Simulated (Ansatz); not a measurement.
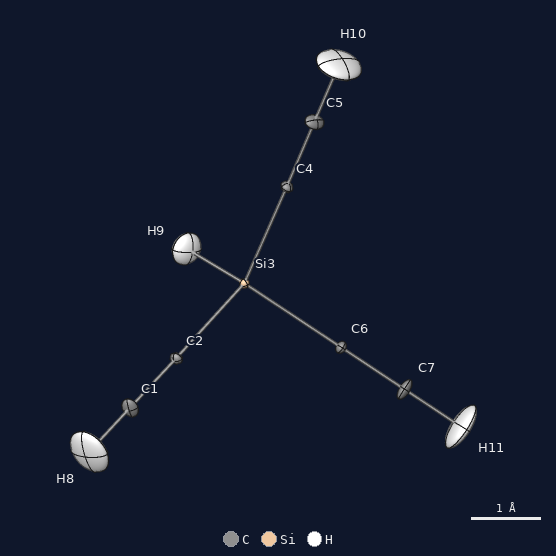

Displacement ellipsoids at the 50 % level, from the internal vibrations of the free molecule (harmonic, no overall translation or rotation; no half-axis is drawn under 0.075 Å). Vibrations computed with RKS PBE0-D4/def2-TZVP (Ansatz 0.2.0). Temperature: 100 K.

List U_eq and the three principal root-mean-square amplitudes for each kind of atom.

```
        atom  U_eq (Å²)   rms amplitudes (Å)
  C1, C5, C7     0.0062  0.038, 0.076, 0.106
  C2, C4, C6     0.0033  0.046, 0.061, 0.063
         Si3     0.0019  0.039, 0.039, 0.050
H8, H10, H11     0.0345  0.082, 0.201, 0.237
          H9     0.0199  0.098, 0.158, 0.158
```
